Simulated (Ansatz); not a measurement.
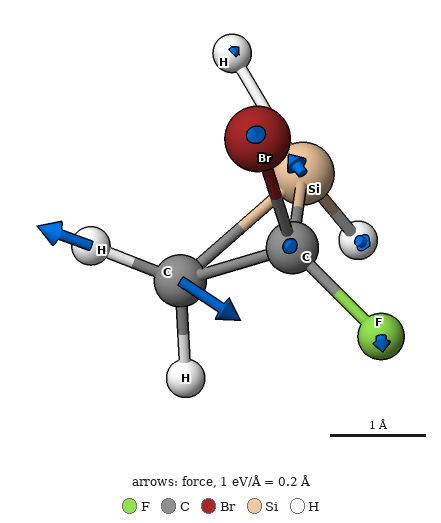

Starting geometry of C$_{2}$H$_{4}$BrFSi (coarse preliminary run) with the computed forces as blue arrows. A ball-and-stick model, seen from a free direction.

The start comes from a force field.

Method: RKS PBE-D4/def2-SVP (Ansatz 0.2.0). Set-up: force threshold 0.03 eV/Å; at most 200 steps.

**Is this structure relaxed? If not, where do the atoms go?**

It isn't relaxed: the largest force vector, on a C atom, is 3.88 eV/Å. The final displacements follow the starting forces only in part (cosine between the two patterns 0.34). After 5 geometry steps the energy has fallen by 48.2 kJ/mol. Largest force component: 3.4 eV/Å at the start, 0.017 eV/Å at the end. An H atom moves most after the best rigid fit: 0.26 Å. Largest moves by element: H 0.26 Å, Si 0.19 Å, C 0.07 Å, F 0.06 Å, Br 0.04 Å. Some distances before and after: C–H 1.024 → 1.103 Å, Br–C 1.886 → 1.959 Å, H–Si 1.448 → 1.493 Å, C–Si 1.856 → 1.895 Å. Bond angles that change, for instance: C–Si–H 103.6° → 119.6°, C–Si–H 108.1° → 116.9°, F–C–Si 115.2° → 121.4°.
